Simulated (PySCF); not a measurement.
# C5H6FNO2: the cost of one run

Computed with PySCF 2.14.0 and routines of our own; the level stands in each step. Atoms count from 0.

### 1 The system as given

15 atoms, charge 0, multiplicity 1; geometry from: GFN2-xTB.

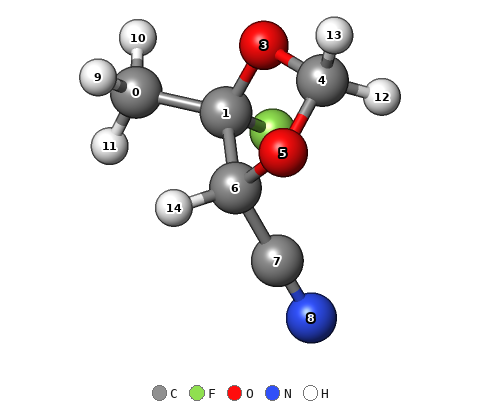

The starting geometry (carbon grey, fluorine green, oxygen red, nitrogen blue, hydrogen white).

### 2 Magnetic properties: GIAO BHandHLYP/pcSseg-1

Job settings and geometry (Å):

```
{"job": {"kind": "mag", "xc": "BHandHLYP", "basis": "pcSseg-1", "isotopologues": 0}, "charge": 0, "multiplicity": 1}
C     -0.810114    -1.741944     0.322105
C     -0.362649    -0.414270    -0.253086
F     -0.113085    -0.593830    -1.610541
O     -1.322653     0.565562    -0.104396
C     -0.633528     1.787262    -0.007885
O      0.504024     1.518389     0.760475
C      0.917337     0.211496     0.405230
C      2.053555     0.227969    -0.502998
N      2.948769     0.268502    -1.209384
H     -1.009362    -1.634175     1.383824
H     -1.722042    -2.046828    -0.184418
H     -0.038720    -2.488885     0.155481
H     -0.359324     2.157165    -1.011400
H     -1.258608     2.512963     0.514236
H      1.201987    -0.321385     1.320844
```

With the program's defaults for keys left out, this is: GIAO BHandHLYP/pcSseg-1 magnetisability, rotational g tensor and spin-rotation constants, non-relativistic, gas phase.

Started as:

```bash
> OMP_NUM_THREADS=1 python excited_run.py task.json out
```

The driver reads the jobs from task.json and runs them one after another.

**Question.** How long does this first job take on 1 thread of Arm Neoverse V1, shared host, and how much memory does it need?

About 31 s, with a peak of 0.99 GiB.
